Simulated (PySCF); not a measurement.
# [Er(BH4)2]+: other functionals and bases at one geometry

Aim: see how levels, charges and forces of [Er(BH4)2]+ depend on the level of theory. It is a constructed species; whether it can be made isn't addressed.

Method: several levels, as the steps say, no spin–orbit coupling; program: PySCF 2.14.0.

1 further run of the same task is left out (for a known fault of the program).

## (1) Where the work starts

11 atoms, charge 1, spin multiplicity 1.

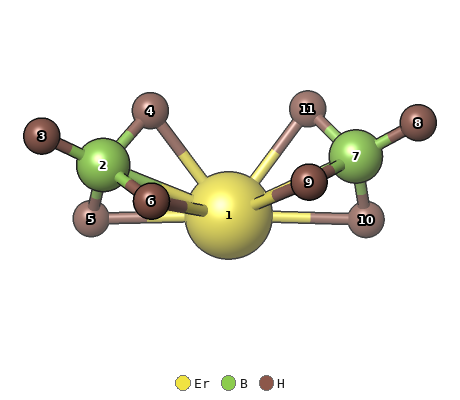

The structure; erbium yellow, boron green, hydrogen brown; atoms are numbered from 1 in the order of the file.

Coordinates:

```xyz
11
charge 1, multiplicity 1
Er    0.0001   -0.0001   -0.2839
B     2.0266   -0.0268    0.8826
H     3.0196   -0.0327    1.5505
H     1.2011   -0.9447    1.1884
H     2.1945   -0.1517   -0.3615
H     1.3347    1.0346    1.0042
B    -2.0266    0.0269    0.8824
H    -3.0194    0.0328    1.5507
H    -1.2010    0.9447    1.1882
H    -2.1948    0.1517   -0.3616
H    -1.3347   -1.0346    1.0040
```

Formal oxidation states: Er +3. Each metal's 11 4f electrons lie in its core potential, so multiplicities, spins and levels count the valence alone. An earlier session relaxed this geometry at PBE0, Er lcecp-1-SVP with ECP57, B def2-SVP, H def2-SVP (singlet, point group C2).

At PBE0 on the finer grid: E = -92.383187 Eh, HOMO -14.11 eV, LUMO -7.79 eV, Mulliken charge on Er1 +0.96 e, largest force component 0.017 eV/Å. 

Levels to run: M06-L; BLYP; PBE0, TZVP. Hardware: 2 threads of Arm Neoverse V2, shared host.

## (2) M06-L

Input file run.py (the lines that set the calculation):

```python
mol = gto.M(atom='''
Er     0.00005    -0.00008    -0.28386
B      2.02659    -0.02683     0.88257
H      3.01965    -0.03267     1.55052
H      1.20114    -0.94475     1.18836
H      2.19453    -0.15167    -0.36149
H      1.33466     1.03457     1.00424
B     -2.02662     0.02686     0.88243
H     -3.01945     0.03275     1.55070
H     -1.20104     0.94469     1.18819
H     -2.19477     0.15173    -0.36157
H     -1.33474    -1.03460     1.00404''',
    basis={'Er': 'lcecp-1-SVP', 'B': 'def2-SVP', 'H': 'def2-SVP'},
    ecp={'Er': 'lcecp-1-SVP'},
    charge=1, spin=0)
mf = dft.RKS(mol, xc='M06L')
mf.grids.atom_grid = (75, 302)  # f atoms: unpruned, at least (60, 302)
mf = mf.density_fit()  # fitting sets: Er AutoAux, B def2-universal-JKFIT, H def2-universal-JKFIT
mf.conv_tol = 1e-08; mf.max_cycle = 55
mf.kernel(dm0)  # dm0: the density of the relaxed state
```

Command:

```sh
$ OMP_NUM_THREADS=2 python run.py
```

Log:

```text
init E= -92.4972366746847
  HOMO = -0.476502557985907  LUMO = -0.287912459941793  gap/eV = 5.13180
cycle= 1 E= -92.5020292425746  delta_E= -0.00479  |g|= 0.0413  |ddm|= 0.328
  HOMO = -0.470690825094793  LUMO = -0.28875874242833  gap/eV = 4.95062
cycle= 2 E= -92.5021762161732  delta_E= -0.000147  |g|= 0.0334  |ddm|= 0.0946
  HOMO = -0.469375957774051  LUMO = -0.285256971414314  gap/eV = 5.01013
cycle= 3 E= -92.5025301945275  delta_E= -0.000354  |g|= 0.00394  |ddm|= 0.0428
  HOMO = -0.46987975047207  LUMO = -0.285433598455813  gap/eV = 5.01904
cycle= 4 E= -92.5025344693173  delta_E= -4.27e-06  |g|= 0.00108  |ddm|= 0.00485
  HOMO = -0.469739961871816  LUMO = -0.285594335404073  gap/eV = 5.01086
cycle= 5 E= -92.502534805967  delta_E= -3.37e-07  |g|= 0.000532  |ddm|= 0.00228
  HOMO = -0.46976420369883  LUMO = -0.285519050678968  gap/eV = 5.01357
cycle= 6 E= -92.5025349188542  delta_E= -1.13e-07  |g|= 8.4e-05  |ddm|= 0.000861
  HOMO = -0.46976147709955  LUMO = -0.285523624816806  gap/eV = 5.01337
cycle= 7 E= -92.5025349213199  delta_E= -2.47e-09  |g|= 1.69e-05  |ddm|= 0.000139
  HOMO = -0.469760957984104  LUMO = -0.28552173500898  gap/eV = 5.01340
Extra cycle  E= -92.5025349213417  delta_E= -2.18e-11  |g|= 1.53e-05  |ddm|= 4.89e-05
converged SCF energy = -92.5025349213417
```

It took 9.4 s on 2 threads of Arm Neoverse V2, shared host.

It gives: E = -92.502535 Eh, HOMO -12.78 eV, LUMO -7.77 eV, Mulliken charge on Er1 +1.26 e, largest force component 0.268 eV/Å. 

## (3) BLYP

run.py (the lines that set the calculation): that of step 2 with these lines changed.

```diff
@@ -15,3 +15,3 @@
     charge=1, spin=0)
-mf = dft.RKS(mol, xc='M06L')
+mf = dft.RKS(mol, xc='BLYP')
 mf.grids.atom_grid = (75, 302)  # f atoms: unpruned, at least (60, 302)
```

Command:

```sh
$ OMP_NUM_THREADS=2 python run.py
```

Log:

```text
init E= -92.3734251506017
  HOMO = -0.460965673014646  LUMO = -0.31983912583078  gap/eV = 3.84025
cycle= 1 E= -92.3754843711917  delta_E= -0.00206  |g|= 0.0334  |ddm|= 0.524
  HOMO = -0.466017543182244  LUMO = -0.312862550629474  gap/eV = 4.16756
cycle= 2 E= -92.3745376203631  delta_E= 0.000947  |g|= 0.0584  |ddm|= 0.138
  HOMO = -0.461879673697262  LUMO = -0.317264044716622  gap/eV = 3.93519
cycle= 3 E= -92.3759029985339  delta_E= -0.00137  |g|= 0.0033  |ddm|= 0.0877
  HOMO = -0.462151816720304  LUMO = -0.317047374392502  gap/eV = 3.94849
cycle= 4 E= -92.3759067294335  delta_E= -3.73e-06  |g|= 0.000671  |ddm|= 0.00517
  HOMO = -0.462229698040099  LUMO = -0.317148356793465  gap/eV = 3.94786
cycle= 5 E= -92.3759068754917  delta_E= -1.46e-07  |g|= 9.13e-05  |ddm|= 0.00106
  HOMO = -0.462218462055718  LUMO = -0.317138164963459  gap/eV = 3.94784
cycle= 6 E= -92.3759068784579  delta_E= -2.97e-09  |g|= 1.9e-05  |ddm|= 0.000166
  HOMO = -0.462218167247463  LUMO = -0.317143018016618  gap/eV = 3.94770
Extra cycle  E= -92.3759068784077  delta_E= 5.01e-11  |g|= 2.15e-05  |ddm|= 7.14e-05
converged SCF energy = -92.3759068784077
```

Run time: 5.3 s. Hardware: 2 threads of Arm Neoverse V2, shared host.

Read off: E = -92.375907 Eh, HOMO -12.58 eV, LUMO -8.63 eV, Mulliken charge on Er1 +0.66 e, largest force component 0.560 eV/Å. 

## (4) PBE0, TZVP

Basis: Er lcecp-1-TZVP with ECP57, B def2-TZVP, H def2-TZVP. 

run.py (the lines that set the calculation): that of step 3 with these lines changed.

```diff
@@ -12,6 +12,6 @@
 H     -1.33474    -1.03460     1.00404''',
-    basis={'Er': 'lcecp-1-SVP', 'B': 'def2-SVP', 'H': 'def2-SVP'},
-    ecp={'Er': 'lcecp-1-SVP'},
+    basis={'Er': 'lcecp-1-TZVP', 'B': 'def2-TZVP', 'H': 'def2-TZVP'},
+    ecp={'Er': 'lcecp-1-TZVP'},
     charge=1, spin=0)
-mf = dft.RKS(mol, xc='BLYP')
+mf = dft.RKS(mol, xc='PBE0')
 mf.grids.atom_grid = (75, 302)  # f atoms: unpruned, at least (60, 302)
@@ -19,2 +19,2 @@
 mf.conv_tol = 1e-08; mf.max_cycle = 55
-mf.kernel(dm0)  # dm0: the density of the relaxed state
+mf.kernel(dm0)  # dm0: free metal ions and neutral atoms
```

Command:

```sh
$ OMP_NUM_THREADS=2 python run.py
```

Log:

```text
init E= -91.9945067489834
  HOMO = -0.586641886310147  LUMO = -0.337230955081892  gap/eV = 6.78682
cycle= 1 E= -92.3658927309198  delta_E= -0.371  |g|= 0.482  |ddm|= 2.33
  HOMO = -0.46054795124591  LUMO = -0.303224836927845  gap/eV = 4.28098
cycle= 2 E= -92.3424856874747  delta_E= 0.0234  |g|= 0.544  |ddm|=  1.1
  HOMO = -0.518287273932821  LUMO = -0.273225734441744  gap/eV = 6.66846
cycle= 3 E= -92.4421161288174  delta_E= -0.0996  |g|= 0.0671  |ddm|= 0.604
  HOMO = -0.518819452377521  LUMO = -0.287513618899153  gap/eV = 6.29415
cycle= 4 E= -92.4437806106552  delta_E= -0.00166  |g|= 0.0148  |ddm|= 0.0869
  HOMO = -0.519212689395197  LUMO = -0.284946485814581  gap/eV = 6.37471
cycle= 5 E= -92.4438527454618  delta_E= -7.21e-05  |g|= 0.0033  |ddm|= 0.0185
  HOMO = -0.519078886597504  LUMO = -0.284894362773097  gap/eV = 6.37249
cycle= 6 E= -92.4438555431219  delta_E= -2.8e-06  |g|= 0.000415  |ddm|= 0.00335
  HOMO = -0.519088845668388  LUMO = -0.284901887200093  gap/eV = 6.37255
cycle= 7 E= -92.4438555932826  delta_E= -5.02e-08  |g|= 5.11e-05  |ddm|= 0.000498
  HOMO = -0.519080368640623  LUMO = -0.284905374137119  gap/eV = 6.37223
cycle= 8 E= -92.4438555944726  delta_E= -1.19e-09  |g|= 8.75e-06  |ddm|= 8.07e-05
  HOMO = -0.519081510773263  LUMO = -0.28490483365258  gap/eV = 6.37227
Extra cycle  E= -92.4438555945067  delta_E= -3.41e-11  |g|= 5.15e-06  |ddm|= 1.85e-05
converged SCF energy = -92.4438555945067
```

Wall time 12 s (2 threads of Arm Neoverse V2, shared host).

Result: E = -92.443856 Eh, HOMO -14.12 eV, LUMO -7.75 eV, Mulliken charge on Er1 +1.19 e, largest force component 0.276 eV/Å. 

## (5) All levels side by side

| level | state | HOMO (eV) | gap (eV) | charge on Er1 (e) | dipole (D) | largest force (eV/Å) | basis functions | time |
| --- | --- | --- | --- | --- | --- | --- | --- | --- |
| PBE0 (relaxed here) | singlet | -14.11 | 6.32 | 0.96 | 3.91 | 0.02 | 101 | 17 s |
| M06-L | singlet | -12.78 | 5.01 | 1.26 | 4.08 | 0.27 | 101 | 9.4 s |
| BLYP | singlet | -12.58 | 3.95 | 0.66 | 3.62 | 0.56 | 101 | 5.3 s |
| PBE0, TZVP | singlet | -14.12 | 6.37 | 1.19 | 3.86 | 0.28 | 157 | 12 s |

Times are on 2 threads of Arm Neoverse V2, shared host; the first row also made further properties. The dipole of a charged species depends on the origin, so these sizes hold for this origin alone.

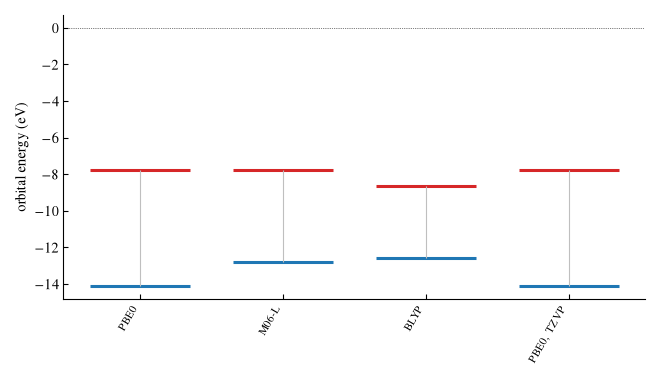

Highest filled and lowest empty level, method by method.

In one basis the HOMO–LUMO gap runs from 3.95 eV (BLYP) to 6.32 eV (PBE0). The largest leftover force, 0.56 eV/Å with BLYP, stands at a geometry relaxed at another level. The Mulliken charge on Er spans +0.66 to +1.26 e over the levels. With 4f in the core, its levels are missing from HOMO and gap. Total energies of different levels can't be compared. Spin–orbit coupling is left out throughout.
